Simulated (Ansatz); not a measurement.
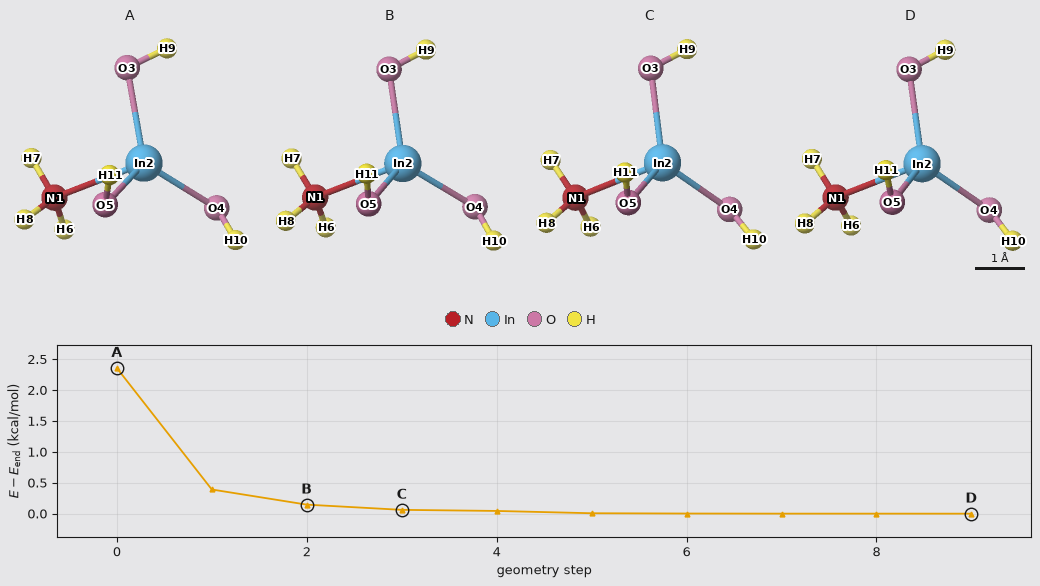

Frames of a relaxation of InNH₆O₃, marked on the history of the run. Style: ball-and-stick. Shown at a tilt.

The start comes from PBE-D4/def2-SVP.

Theory: RKS PBE0-D4/def2-TZVP (Ansatz). Settings: force threshold 0.005 eV/Å; at most 150 steps.

**What happens along the run?**

After 9 geometry steps the energy has fallen by 2.36 kcal/mol. Largest force component: 0.79 eV/Å at the start, 0.00072 eV/Å at the end. The forces were under the threshold at step 6, but the run went on from there. The largest move after the best rigid fit is that of O5, 0.18 Å. By element the largest moves are O 0.18 Å, H 0.16 Å, In 0.05 Å, N 0.02 Å. Near-neighbour distances that change, for instance: In2–O5 2.048 → 2.001 Å, In2–O3 2.043 → 2.001 Å, N1–In2 2.337 → 2.302 Å, O3–H9 0.976 → 0.959 Å. Bond angles that change, for instance: N1–In2–O5 89.2° → 96.3°, In2–N1–H6 115.0° → 109.9°, N1–In2–O4 100.9° → 96.1°. Cost: 33 s on 4 threads of Intel Xeon 6975P-C, with other jobs on the host. From step 0 to 2: O and H atoms move most (0.07 Å), energy −2.21 kcal/mol. From step 2 to 3: O4 moves most (0.14 Å), energy −0.08 kcal/mol. From step 3 to 9: O5 moves most (0.10 Å), energy −0.06 kcal/mol.

```
step  E − E(0), kcal/mol  largest force component, eV/Å
   0                0.00                         0.7875
   1               -1.97                         0.5253
   2               -2.21                         0.3497
   3               -2.30                         0.0710
   4               -2.31                         0.2099
   5               -2.35                         0.0065
   6               -2.36                         0.0013
   7               -2.36                         0.0212
   8               -2.36                         0.0174
   9               -2.36                         0.0007
```
